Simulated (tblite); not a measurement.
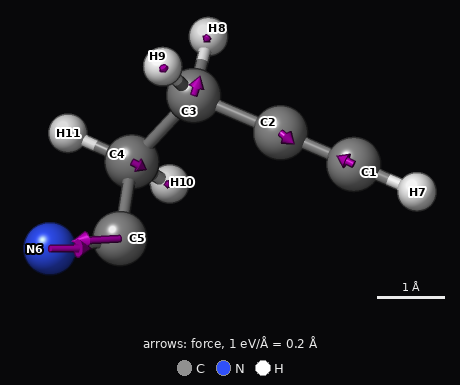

Starting geometry of C5H5N (charge −1, multiplicity 2) with the computed forces as purple arrows. The picture is a ball-and-stick view, seen at a tilt.

Theory: tblite 0.8.0, GFN2-xTB geometry optimisation, gas phase. 

Q: Is this structure relaxed? If not, where do the atoms go?

A: It isn't relaxed: the largest force vector, on C5, is 4.21 eV/Å. The final displacements have little in common with the starting forces (cosine between the two patterns 0.17). The atom that moves furthest after the best rigid fit is N6 (1.85 Å). Largest moves by element: N 1.85 Å, H 1.21 Å, C 0.80 Å. Some distances before and after: C2–C5 2.890 → 1.583 Å, C1–C2 1.225 → 1.296 Å, C5–N6 1.274 → 1.210 Å, C2–C3 1.453 → 1.512 Å. New bonds form, among them: C2–C5 (2.89 → 1.58 Å). Among the angles between lasting bonds that change: C2–C1–H7 179.0° → 122.0°, C1–C2–C3 179.6° → 133.3°, C2–C3–C4 113.0° → 90.8°. Groups turn about C4–C5 by about 80°, C3–C4 by about 60°. After 86 geometry steps the energy has fallen by 1.492 eV.
